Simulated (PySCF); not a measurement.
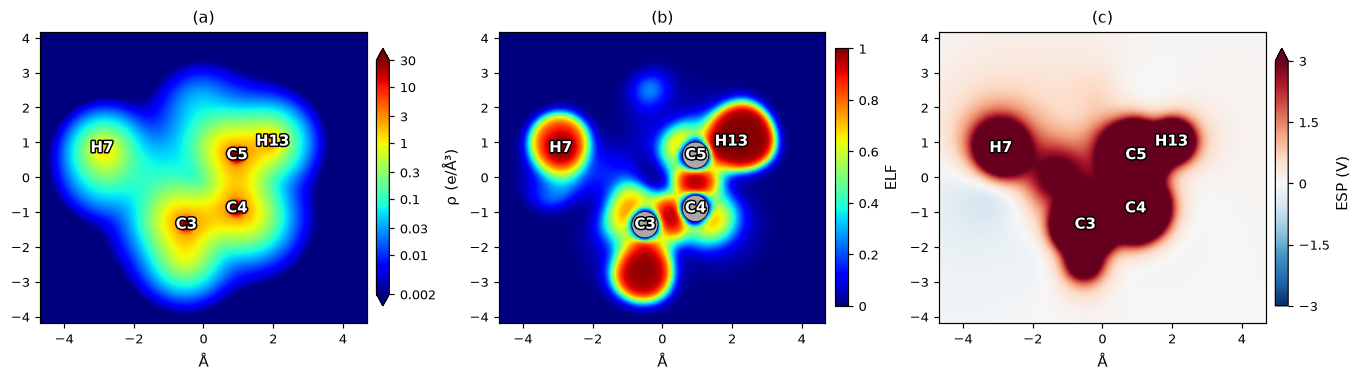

The picture shows: C₄H₁₀OSi (SMILES O[SiH]1CCCC1). (a) total electron density; (b) ELF; (c) molecular electrostatic potential on the plane of atoms C4, C5 and H13. Grey discs cover the atomic cores in the ELF map.

Geometry: GFN2-xTB.

Theory: PySCF, KT2/pcSseg-1, SCF density, in a dichloromethane solvent model, non-relativistic.

The calculation's input:

```
{"job": {"xc": "KT2", "basis": "pcSseg-1", "solvent": "dichloromethane", "kind": "nmr", "pop": true}, "charge": 0, "multiplicity": 1}
O      2.429856     0.287073     1.108034
Si     1.410062    -0.000308    -0.132807
C      0.126225    -1.379330     0.168047
C     -1.193296    -0.797802    -0.345149
C     -1.237031     0.681827     0.031907
C      0.072164     1.327806    -0.433898
H      2.109306     0.472688     1.987362
H      2.353818    -0.215996    -1.219795
H      0.037155    -1.604367     1.233165
H      0.349278    -2.320682    -0.329661
H     -2.055367    -1.332593     0.059342
H     -1.224260    -0.884867    -1.433289
H     -2.106812     1.173142    -0.408910
H     -1.321630     0.768740     1.118398
H     -0.002314     1.561794    -1.495538
H      0.245247     2.271820     0.081382
```

Run with:

```sh
OMP_NUM_THREADS=1 python ens_run.py task.json out
```

Q: Describe what can be read from this map.

A: Atoms in the plane: C and H.
C–C (1.53 Å): ρ is about 1.6 e/Å³ halfway; the ELF peaks at about 0.95 between the atoms, as expected for localised, covalent bonding.
C–H (1.09 Å): the density is about 2 e/Å³ at the midpoint; the ELF climbs to about 1 towards the hydrogen, as it does in any bond to H; an ordinary covalent bond to hydrogen.
Outside the dense part of the molecule the potential is most negative (−0.5 V) near O1, which lies off the plane.
